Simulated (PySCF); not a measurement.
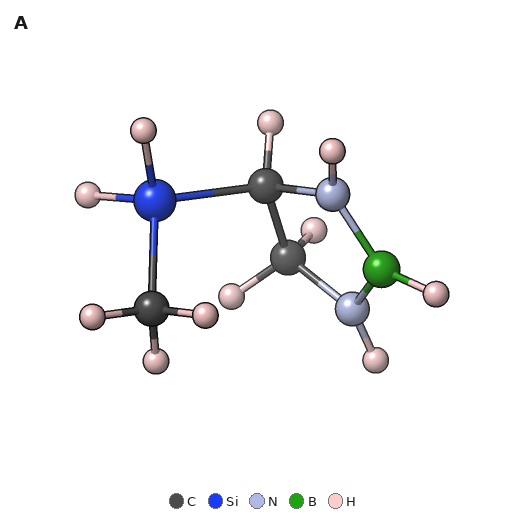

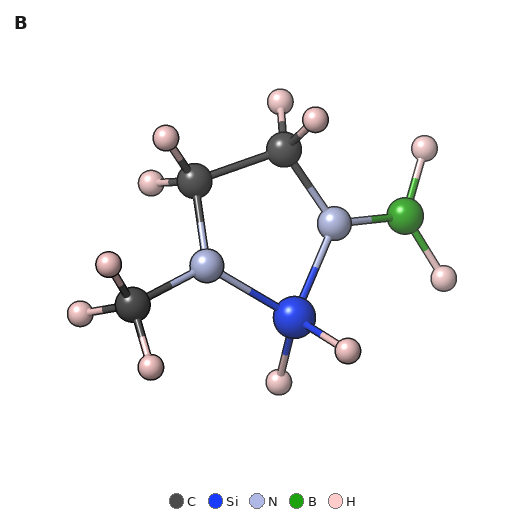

2 stationary structures of one formula. Geometries: GFN2-xTB. Electronic energies: PBE0/pcSseg-1 (PySCF 2.14.0), without zero-point energy. No frequency run is at hand to confirm each as a minimum. Each is one conformer, not always the lowest.

Which structure is the most stable?

Answer. A is lowest; B lies 60.0 kJ/mol above it. A is `C[SiH2][C@@H]1CNBN1`, B is `BN1CCN(C)[SiH2]1`.

The geometry is semi-empirical. Around B, Si such bond lengths and angles can be off by a tenth of an ångström or more and by several degrees, and values that hang on the shape move with them.
